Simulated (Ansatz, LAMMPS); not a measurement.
# Relaxing amorphous 50SiO2-50GeO2 (mol %) (96 atoms), part 2 of 4

Aim: bring amorphous 50SiO2-50GeO2 (mol %) (96 atoms) to a nearby minimum of the energy and see what moves.

Ansatz 0.2.0; Kohn-Sham DFT, PBE, PAW (set soft_2), plane waves.

The cell: 16 Si, 16 Ge and 64 O. The quench rate of 50 K/ps is many orders above laboratory rates. The network of bonds at the start is that of the classical potential that made the cell. Sampling is at Γ alone, for a cell whose shortest periodic width is 11 Å.

So far. Step 3 (Single point at the start): The r.m.s. force component of 0.75 eV/Å sets the starting point.

## 4. Cell and atoms relaxed

The cell is relaxed with the atoms, since the starting lattice needn't suit this functional.

Input file input.yaml:

```yaml
crystal:
  lattice:
    - [11.4145, 0.0, 0.0]
    - [0.0, 11.4145, 0.0]
    - [0.0, 0.0, 11.4145]
  atoms:
    [... the 96 atom lines of step 3 ...]
kpoints:
  mp_grid: { grid: [1, 1, 1] }
hamiltonian:
  xc: pbe
scf:
  occupations: { method: fermi_dirac, width: 0.025 }
output:
  forces: true
relax:
  f_tol: 0.04
  max_steps: 250
  cell: {}
```

Command:

```sh
> ansatz run input.yaml --threads 4 --pin off --max-ram 8192MiB --backend cpu --events-out ev --progress --plain --runs-dir out
```

Numbers of over 12 decimals in the logs are rounded to 6 here.

What it wrote:

```text
[...]
Crystal: 96 atoms, lattice volume = 1487.204 Å³
Basis set: ecut = 420 eV, 28991 PW (Γ), exchange–correlation on 160×160×160 points (8 copies of the dense FFT grid, shifted against one another)
Bands: 432, of which v1, the nominal top of the filled ones, is band 336 counted from 1 (335 counted from 0)
Symmetry: 1 space group operations
[...]
k-points: 1
[...]
SCF iter   1: F=—  HF=-115244.798846 eV  |F-HF|=—  |Δ(HF+E_count)|=         —  Δρ=2.53e-3  dr2=1.07e-1  ethr=1.77e-3  ⟨swp⟩=5.0  Hψ=1659  notcnv=0  defer=80
[...]
SCF iter   9: F=-115244.813619 eV  HF=-115244.813619 eV  |F-HF|=4.55e-8  |Δ(HF+E_count)|=   1.76e-7  Δρ=2.20e-6  dr2=6.94e-8  ethr=1.49e-11  ⟨swp⟩=3.0  Hψ=1366  notcnv=0
SCF 1 converged in 9 iterations: F = -115244.813619 eV  dr2 = 6.94e-8
[...]
relax step   1: F+E_penalty+E_count = -115244.81361891 eV  Δ(F+E_penalty+E_count) = +0.000e0 eV  max|allowed force component| = 2.416e0 eV/Å  Δτ_max = 0.0000 Å  P = +2.503 GPa  Ω = 1487.204 Å³  (9 SCF iters, dr2 threshold 1.00e-7 eV, accepted)
[... from here on, the SCF cycles and remarks between the steps are left out ...]
relax step   2: F+E_penalty+E_count = -115247.93941031 eV  Δ(F+E_penalty+E_count) = -3.126e0 eV  max|allowed force component| = 1.412e0 eV/Å  Δτ_max = 0.1092 Å  P = +1.336 GPa  Ω = 1483.180 Å³  energy of the carried Pulay correction = +1.346e-2 eV  (8 SCF iters, dr2 threshold 9.60e-6 eV, accepted)
relax step   3: F+E_penalty+E_count = -115251.07056278 eV  Δ(F+E_penalty+E_count) = -3.131e0 eV  max|allowed force component| = 5.906e-1 eV/Å  Δτ_max = 0.1949 Å  P = -0.295 GPa  Ω = 1450.641 Å³  energy of the carried Pulay correction = +1.236e-1 eV  (8 SCF iters, dr2 threshold 9.60e-6 eV, accepted)
relax step   4: F+E_penalty+E_count = -115251.69242290 eV  Δ(F+E_penalty+E_count) = -6.219e-1 eV  max|allowed force component| = 2.519e-1 eV/Å  Δτ_max = 0.2000 Å  P = -0.117 GPa  Ω = 1435.026 Å³  energy of the carried Pulay correction = +1.773e-1 eV  (8 SCF iters, dr2 threshold 9.60e-6 eV, accepted)
relax step   5: F+E_penalty+E_count = -115251.96298882 eV  Δ(F+E_penalty+E_count) = -2.706e-1 eV  max|allowed force component| = 1.526e-1 eV/Å  Δτ_max = 0.2000 Å  P = -0.053 GPa  Ω = 1426.513 Å³  energy of the carried Pulay correction = +2.069e-1 eV  (8 SCF iters, dr2 threshold 3.97e-6 eV, accepted)
relax step   6: F+E_penalty+E_count = -115252.11973983 eV  Δ(F+E_penalty+E_count) = -1.568e-1 eV  max|allowed force component| = 1.375e-1 eV/Å  Δτ_max = 0.2000 Å  P = +0.009 GPa  Ω = 1417.789 Å³  energy of the carried Pulay correction = +2.373e-1 eV  (8 SCF iters, dr2 threshold 1.46e-6 eV, accepted)
relax step   7: F+E_penalty+E_count = -115252.21691894 eV  Δ(F+E_penalty+E_count) = -9.718e-2 eV  max|allowed force component| = 2.228e-1 eV/Å  Δτ_max = 0.2000 Å  P = +0.004 GPa  Ω = 1412.507 Å³  energy of the carried Pulay correction = +2.558e-1 eV  (8 SCF iters, dr2 threshold 1.18e-6 eV, accepted)
relax step   8: F+E_penalty+E_count = -115252.27778625 eV  Δ(F+E_penalty+E_count) = -6.087e-2 eV  max|allowed force component| = 3.070e-1 eV/Å  Δτ_max = 0.1953 Å  P = -0.220 GPa  Ω = 1407.539 Å³  energy of the carried Pulay correction = +2.733e-1 eV  (8 SCF iters, dr2 threshold 3.10e-6 eV, accepted)
relax step   9: F+E_penalty+E_count = -115252.36568160 eV  Δ(F+E_penalty+E_count) = -8.790e-2 eV  max|allowed force component| = 5.723e-2 eV/Å  Δτ_max = 0.1855 Å  P = -0.035 GPa  Ω = 1405.551 Å³  energy of the carried Pulay correction = +2.803e-1 eV  (8 SCF iters, dr2 threshold 5.89e-6 eV, accepted)
relax step  10: F+E_penalty+E_count = -115252.37652920 eV  Δ(F+E_penalty+E_count) = -1.085e-2 eV  max|allowed force component| = 2.131e-2 eV/Å  Δτ_max = 0.0642 Å  P = -0.004 GPa  Ω = 1404.572 Å³  energy of the carried Pulay correction = +2.838e-1 eV  (8 SCF iters, dr2 threshold 2.05e-7 eV, accepted)
relax step  11: F+E_penalty+E_count = -115252.22705886 eV  Δ(F+E_penalty+E_count) = +1.495e-1 eV  max|allowed force component| = 2.094e-2 eV/Å  Δτ_max = 0.0000 Å  P = -0.241 GPa  Ω = 1404.572 Å³  stress off target by 3.67e-1 GPa  SCF on the basis re-selected at this cell (its energy is not comparable with the rows above)  (8 SCF iters)
relax step  12: F+E_penalty+E_count = -115252.25938597 eV  Δ(F+E_penalty+E_count) = -3.233e-2 eV  max|allowed force component| = 3.647e-2 eV/Å  Δτ_max = 0.0396 Å  P = +0.039 GPa  Ω = 1397.284 Å³  energy of the carried Pulay correction = +2.386e-2 eV  (8 SCF iters, dr2 threshold 3.37e-7 eV, accepted)
relax step  13: F+E_penalty+E_count = -115252.25861885 eV  Δ(F+E_penalty+E_count) = +7.671e-4 eV  max|allowed force component| = 7.941e-3 eV/Å  Δτ_max = 0.0187 Å  P = -0.003 GPa  Ω = 1397.920 Å³  energy of the carried Pulay correction = +2.183e-2 eV  (8 SCF iters, dr2 threshold 1.84e-8 eV, accepted)
relax step  14: F+E_penalty+E_count = -115252.23848468 eV  Δ(F+E_penalty+E_count) = +2.013e-2 eV  max|allowed force component| = 7.983e-3 eV/Å  Δτ_max = 0.0000 Å  P = -0.021 GPa  Ω = 1397.920 Å³  stress off target by 4.04e-2 GPa  SCF on the basis re-selected at this cell (its energy is not comparable with the rows above)  (6 SCF iters)
[...]
SCF converged after 6 iterations
Free energy (F): -115252.238485 eV
[...]
Internal energy: -115252.238485 eV  (E = F + TS)
E sigma→0 (E₀):  -115252.238485 eV
Fermi energy:    4.061124 eV
[...]
--- Forces (eV/Å), atoms counted from 1 ---
  atom   1  Si    -0.00094087     0.00180453     0.00292517
  atom   2  Si     0.00534659     0.00658802    -0.00395246
  atom   3  Si     0.00002102     0.00559153     0.00100734
  atom   4  Si    -0.00198062     0.00393308     0.00440966
  atom   5  Si     0.00382841     0.00635074    -0.00658789
  atom   6  Si    -0.00086261    -0.00199206     0.00441790
  atom   7  Si    -0.00060214    -0.00293493     0.00175825
  atom   8  Si     0.00154676    -0.00249755    -0.00512276
  atom   9  Si    -0.00436840    -0.00262454     0.00339959
  atom  10  Si    -0.00012597     0.00328728    -0.00410103
  atom  11  Si    -0.00074745    -0.00466597     0.00319917
  atom  12  Si     0.00218180    -0.00429259    -0.00437382
  atom  13  Si    -0.00069181     0.00209644    -0.00522472
  atom  14  Si     0.00360224     0.00318314     0.00212432
[...]
atom  95  O     -0.00090360     0.00196410    -0.00006722
  atom  96  O      0.00071778     0.00423034     0.00046690
  max |Σ_I F_I| component: 3.46e-5 eV/Å
--- Stress (GPa, compression-positive) ---
       -0.035765      -0.000193      -0.009466
       -0.000193      -0.029221      -0.015227
       -0.009465      -0.015226       0.000830
  P = ⅓ Tr σ = -0.0214 GPa (-0.214 kbar)
--- Relaxed structure (12 steps of the walk, 12 accepted, 2 SCFs on fresh bases) ---
  F+E_penalty+E_count = -115252.23848468 eV   max|allowed force component| = 7.983e-3 eV/Å   (the final SCF, on the basis selected at the relaxed cell)
  cell:  # Å, volume = 1397.9199 Å³
    - [10.978764, -0.155587, -0.097176]
    - [-0.155587, 11.075868, -0.145925]
    - [-0.097176, -0.145925, 11.501222]
  atoms:
    - { symbol: Si, position: [0.495390, 0.235349, 0.640421] }
    - { symbol: Si, position: [0.454709, 0.154640, 0.894047] }
    - { symbol: Si, position: [0.827635, 0.118618, 0.685932] }
    - { symbol: Si, position: [0.223148, 0.962641, 0.221599] }
[...]
- { symbol: O, position: [0.624778, 0.606542, 0.075597] }
```

The job ended after 3.5 min (4 threads of Arm Neoverse V2, shared host; peak memory 2 GiB).

Step by step:

| step | energy less that of the first step (eV) | largest force component (eV/Å) | pressure (GPa) | volume (Å³) |
| --- | --- | --- | --- | --- |
| 1 | 0.0000 | 2.4162 | 2.50 | 1487.20 |
| 2 | -3.1258 | 1.4122 | 1.34 | 1483.18 |
| 3 | -6.2569 | 0.5906 | -0.30 | 1450.64 |
| 4 | -6.8788 | 0.2519 | -0.12 | 1435.03 |
| 5 | -7.1494 | 0.1526 | -0.05 | 1426.51 |
| 6 | -7.3061 | 0.1375 | 0.01 | 1417.79 |
| 7 | -7.4033 | 0.2228 | 0.00 | 1412.51 |
| 8 | -7.4642 | 0.3070 | -0.22 | 1407.54 |
| 9 | -7.5521 | 0.0572 | -0.03 | 1405.55 |
| 10 | -7.5629 | 0.0213 | 0.00 | 1404.57 |
| 11* | -7.4134 | 0.0209 | -0.24 | 1404.57 |
| 12 | -7.4458 | 0.0365 | 0.04 | 1397.28 |
| 13 | -7.4450 | 0.0079 | 0.00 | 1397.92 |
| 14* | -7.4249 | 0.0080 | -0.02 | 1397.92 |

Relaxation steps marked * repeat the geometry before them on a plane-wave basis chosen anew for their cell, so energy and pressure can jump there.

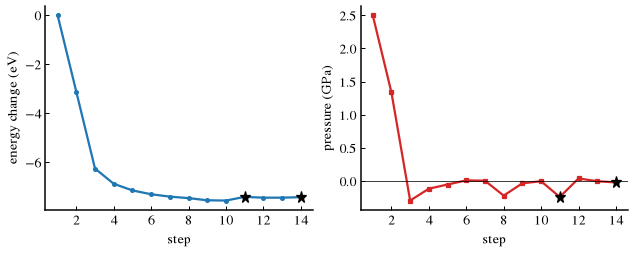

Energy and pressure along the relaxation. Stars mark steps on a basis chosen anew.

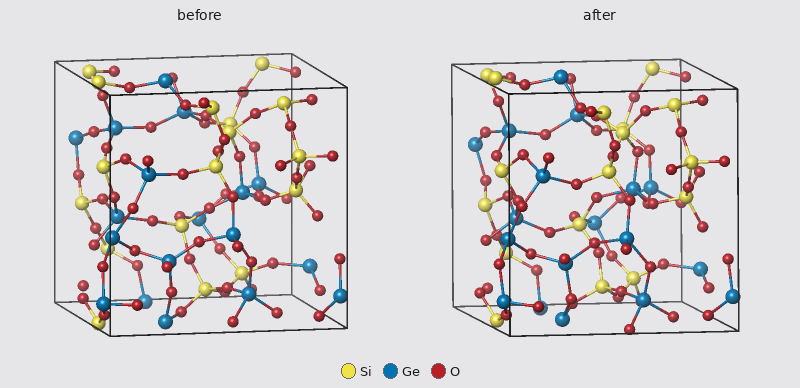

The structure before and after the relaxation, drawn at the same scale. Bonds to atoms that aren't drawn are left out.

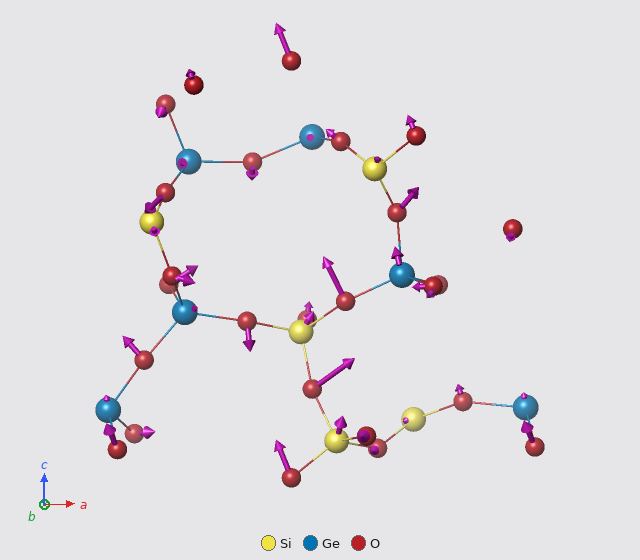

Displacements in the relaxation, exaggerated, measured against the changing cell; the longest in the cell stands for 0.83 Å. Drawn is a slice 4 Å thick, seen along the normal of the ac plane. Bonds to atoms that aren't drawn are left out.

```
     cell as run  before   after  change
           a (Å)  11.415  10.980  -3.8 %
           b (Å)  11.415  11.078  -2.9 %
           c (Å)  11.415  11.503  +0.8 %
           α (°)   90.00   91.47  +1.6 %
           β (°)   90.00   90.98  +1.1 %
           γ (°)   90.00   91.61  +1.8 %
volume (Å³/atom)   15.49   14.56  -6.0 %
```

The atoms that moved most (Å, as changes of fractional coordinates times the final cell):

| atom | dx | dy | dz | length |
| --- | --- | --- | --- | --- |
| O93 | 0.626 | -0.262 | 0.485 | 0.834 |
| O83 | -0.330 | -0.016 | 0.674 | 0.751 |
| O68 | -0.006 | -0.647 | -0.141 | 0.662 |
| O80 | 0.538 | 0.218 | -0.156 | 0.601 |
| O55 | -0.214 | 0.075 | 0.541 | 0.586 |
| O85 | -0.036 | 0.313 | -0.466 | 0.563 |
| O70 | -0.386 | 0.059 | -0.405 | 0.562 |
| O43 | -0.267 | 0.363 | -0.324 | 0.555 |

The relaxation changed the energy by -77.3 meV/atom, and atoms moved by 0.33 Å r.m.s., 0.83 Å at most.

## 5. Structure statistics after relaxation

Bonds before and after, by the cutoffs listed below:

```csv
pair,bonds before,bonds after,mean before (Å),mean after (Å),spread before (Å),spread after (Å)
O-Ge,64,64,1.734,1.768,0.021,0.018
O-Si,64,64,1.626,1.636,0.019,0.015
```

Density 3.13 g/cm³, 14.56 Å³ an atom.

Pair distribution functions g(r), in bins of 0.2 Å:

```
r (Å)  total   O-O   O-Ge   O-Si  Ge-Ge  Ge-Si  Si-Si
 1.60   2.90  0.00   0.00  13.05   0.00   0.00   0.00
 1.80   2.47  0.00  11.13   0.00   0.00   0.00   0.00
 2.00   0.00  0.00   0.00   0.00   0.00   0.00   0.00
 2.20   0.00  0.00   0.00   0.00   0.00   0.00   0.00
 2.40   0.02  0.04   0.00   0.00   0.00   0.00   0.00
 2.60   1.13  2.55   0.00   0.00   0.00   0.00   0.00
 2.80   1.47  3.19   0.07   0.00   0.00   0.28   0.53
 3.00   1.34  2.10   0.30   0.41   0.97   3.32   1.48
 3.20   0.79  0.53   0.38   0.37   3.00   3.38   4.36
 3.40   0.68  0.58   0.79   0.64   1.92   0.97   0.00
 3.60   0.80  0.58   1.13   1.30   0.00   0.00   0.00
 3.80   0.87  0.54   1.21   1.54   0.00   0.15   0.30
 4.00   1.06  0.54   1.63   1.82   1.09   0.27   0.28
 4.20   1.17  0.55   1.84   1.73   0.99   1.23   1.23
 4.40   1.20  1.00   1.44   1.46   0.68   1.23   0.90
 4.60   0.95  0.99   1.05   0.67   0.83   1.53   0.83
 4.80   1.01  1.25   0.76   0.47   1.91   1.22   2.12
 5.00   0.95  1.25   0.63   0.65   0.87   0.86   1.19
 5.20   1.11  1.44   0.78   0.76   1.11   1.22   1.28
 5.40   1.21  1.48   0.84   1.00   1.34   1.50   1.04
```

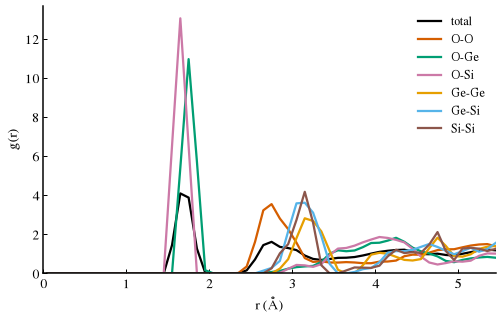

Pair distribution functions, lightly smoothed.

Bonds by pair of elements; cutoffs follow the first minimum of g(r), held within bounds set by covalent radii, and pairs that aren't listed don't count as bonded:

| pair A-B | cutoff (Å) | bonds | mean length (Å) | spread (Å) | shortest (Å) | B about A | A about B |
| --- | --- | --- | --- | --- | --- | --- | --- |
| O-Ge | 2.17 | 64 | 1.77 | 0.018 | 1.73 | 1 | 4 |
| O-Si | 2.08 | 64 | 1.64 | 0.015 | 1.60 | 1 | 4 |

How many atoms have how many bonded neighbours:

```csv
element,mean,2,4
Ge,4,0,16
O,2,64,0
Si,4,0,16
```

Bond angles, per cent of each kind in bins of 5°:

```csv
angle (°),O-Ge-O,O-Si-O,Ge-O-Si,Ge-O-Ge,Si-O-Si
90–95,1.0,0.0,0.0,0.0,0.0
95–100,4.2,1.0,0.0,0.0,0.0
100–105,16.7,14.6,0.0,0.0,0.0
105–110,32.3,36.5,0.0,0.0,0.0
110–115,29.2,42.7,2.8,7.1,0.0
115–120,13.5,5.2,5.6,7.1,0.0
120–125,2.1,0.0,11.1,7.1,14.3
125–130,0.0,0.0,16.7,28.6,0.0
130–135,1.0,0.0,13.9,14.3,7.1
135–140,0.0,0.0,11.1,7.1,14.3
140–145,0.0,0.0,13.9,7.1,0.0
145–150,0.0,0.0,8.3,14.3,14.3
150–155,0.0,0.0,5.6,7.1,35.7
155–160,0.0,0.0,5.6,0.0,0.0
160–165,0.0,0.0,2.8,0.0,7.1
165–170,0.0,0.0,0.0,0.0,7.1
170–175,0.0,0.0,2.8,0.0,0.0
```

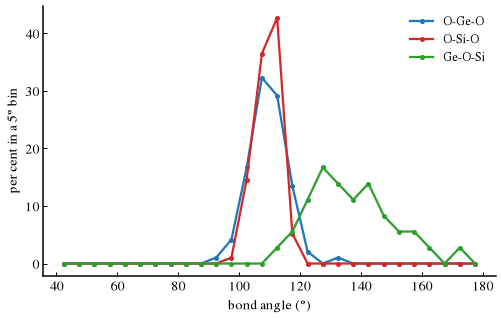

Distributions of the most common bond angles.

Bond angles (no mean is given where the spread exceeds 20°):

| angle | count | mean (°) | spread (°) |
| --- | --- | --- | --- |
| O-Ge-O | 96 | 109 | 5.9 |
| O-Si-O | 96 | 110 | 3.9 |
| Ge-O-Si | 36 | 137 | 13.5 |
| Ge-O-Ge | 14 | 132 | 11 |
| Si-O-Si | 14 | 145 | 12.6 |

Oxygen atoms by the number of network formers (Si, P, Ge, B, Al, As, Ga) bound to them:

```
network formers bound to O  O atoms  per cent
                         0        0         0
                         1        0         0
                         2       64       100
```

Network units: each former by its oxygen neighbours and how many of them bridge to another former:

```
former  O neighbours  bridging O  atoms
    Si             4           4     16
    Ge             4           4     16
```

Rings of the network by King's shortest-path rule, up to 12 atoms, one path for each pair of neighbours; H, halogens, alkali and alkaline-earth atoms are left out, and the last column divides by all other atoms, bonded or not:

```
ring size (atoms)  rings  per network atom
                8      7             0.073
               10     14             0.146
               12     13             0.135
```

By these cutoffs all Ge atoms have 4, all O atoms have 2 and all Si atoms have 4 bonded neighbours. The O-Ge-O angle averages 109° with a spread of 6°. 100 % of the oxygens bridge two formers (Si and Ge) and 0 % are non-bridging. The commonest Si unit has 4 oxygens, 4 of them shared with other formers (16 of 16 atoms). Rings of 10 atoms are the most common (41 % of those counted); sizes run from 8 to 12, where the search stops.

(Continued in part 3 of 4.)

[Logs are printed without paths, hosts, clocks, repeated set-up lines and the standing remarks that a program may print on its own settings, such as how far it seeks lower states.]

[Hosts, paths, dates, database ids (printed as entryN), source tags and the programs' standing remarks are cut or masked in the printed files.]
